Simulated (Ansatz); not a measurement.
System: Ga₄Si.

Input

```
crystal:
  lattice:
    - [3.1839484868, 0.0, 0.0]
    - [-1.5919742434, 2.7573802739, 0.0]
    - [0.0, 0.0, 10.5241054506]
  atoms:
    - { symbol: Ga, position: [0.3333333333, 0.6666666667, 0.8205116769] }
    - { symbol: Ga, position: [0.3333333333, 0.6666666667, 0.3891570286] }
    - { symbol: Ga, position: [0.6666666667, 0.3333333333, 0.1794883231] }
    - { symbol: Ga, position: [0.6666666667, 0.3333333333, 0.6108429714] }
    - { symbol: Si, position: [0.0, 0.0, 0.0] }
basis:
  ecutwfc: 420
kpoints:
  mp_grid: { grid: [12, 12, 4] }
hamiltonian:
  xc: pbe
scf:
  occupations: { method: gaussian, width: 0.1 }
output:
  forces: true
  stress: true
  eigenvalues: true
  write_density: true
  write_potential: true
  elf: true
  volumetric_format: npy
relax:
  adjacent_minimum: "off"
  f_tol: 0.01
  max_steps: 80
  cell: { stress_tol: 0.05 }
```

Launched as:

```sh
ansatz run input.yaml --threads 1 --pin off --max-ram 2560MiB --backend cpu --events-out ev --progress --plain --runs-dir out
```

Below, planes, directions and counts refer to the conventional cell (a = 3.08 Å, b = 3.08 Å, c = 11.14 Å, α = 90.00°, β = 90.00°, γ = 120.00°).

The fields are those of the run's last geometry, not of the input's.

Space group P-3m1; a structure generated by program, which may or may not match a known phase.

The calculation used DFT PBE, scalar-relativistic, plane waves, PAW in Ansatz.

### What can the converged valence pseudo-density and electron localisation function tell about the bonding?

Ga–Si (2.73 Å): ρ is about 0.26 e/Å³ halfway; the ELF peaks at about 0.80 in the valence shell of Si, 0.9 Å from its nucleus, and is about 0.50 at the midpoint.
Ga–Ga (2.92 Å): the density is about 0.19 e/Å³ at the midpoint; the ELF is about 0.35 at the midpoint.
Ga–Ga (2.98 Å): ρ is about 0.17 e/Å³ halfway; the ELF is about 0.35 at the midpoint.

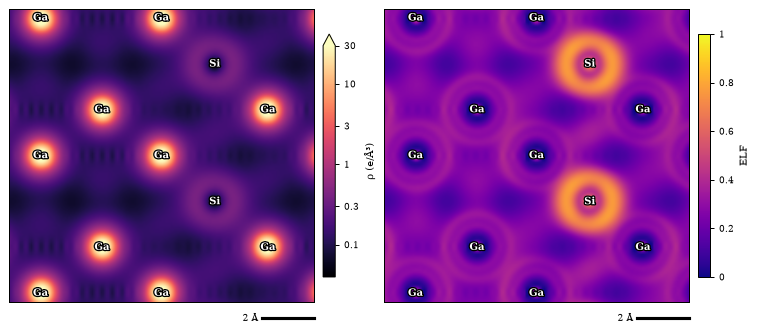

Computed valence pseudo-density and electron localisation function on the (110) plane of the conventional cell, in this order. 

The density is the valence pseudo-density of a PAW calculation; it isn't the true density close to the nuclei.
